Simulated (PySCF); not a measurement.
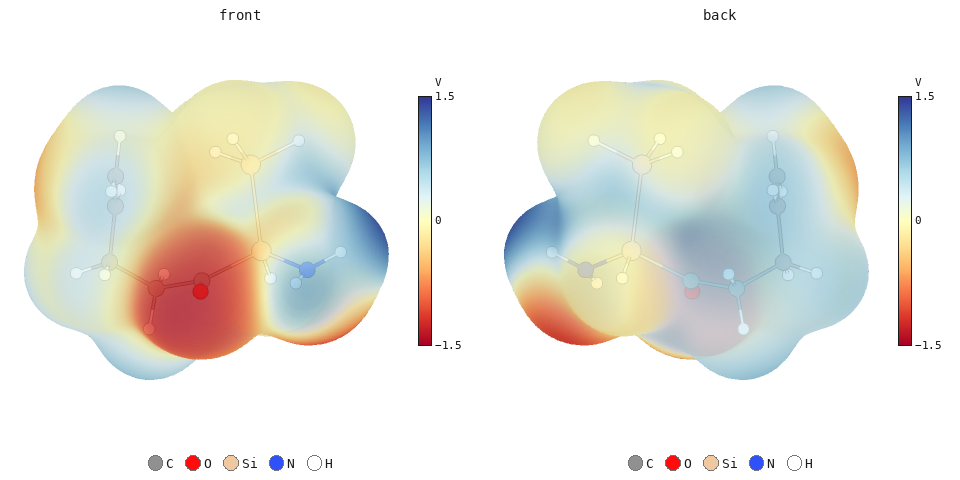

Figure. C5H13NOSi2. The electrostatic potential painted on the density surface at 0.001 e/bohr³, seen from the front and from behind; the colour scale runs from red (negative) to blue (positive).

Geometry: GFN2-xTB.

The calculation used PBE0/pcSseg-1, SCF density, gas phase, non-relativistic in PySCF.

```
atom    x (Å)    y (Å)    z (Å)
   C   2.2691   1.3614  -0.5140
   C   2.0525   0.4343   0.3993
   C   2.0663  -1.0376   0.1358
   C   0.7002  -1.6607   0.4544
   C  -0.3443  -1.1900  -0.5351
   O  -0.1742  -1.3027  -1.7306
  Si  -1.9266  -0.3420   0.1352
   N  -3.0191  -0.5324  -1.1785
  Si  -1.4690   1.8292   0.7912
   H   2.4825   1.1048  -1.5386
   H   2.2448   2.4119  -0.2784
   H   1.8356   0.7176   1.4219
   H   2.8286  -1.5103   0.7620
   H   2.3062  -1.2292  -0.9113
   H   0.3911  -1.4128   1.4712
   H   0.7702  -2.7479   0.3660
   H  -2.4124  -1.2075   1.2280
   H  -2.6312  -0.7809  -2.0753
   H  -3.8344   0.0463  -1.2878
   H  -2.7135   2.5507   1.0872
   H  -0.7676   2.6259  -0.2191
   H  -0.6652   1.8912   2.0156
```

**Which sites attract a positive test charge, and which a negative one?**

A positive charge is drawn to the negative regions and a negative charge to the positive ones. The most negative region (about −1.3 V) lies over O6, the most positive (about +1.3 V) over H19. O6 is the likeliest acceptor of a hydrogen bond.

**How polar is the molecule by this calculation?**

Its dipole moment is 1.19 D.
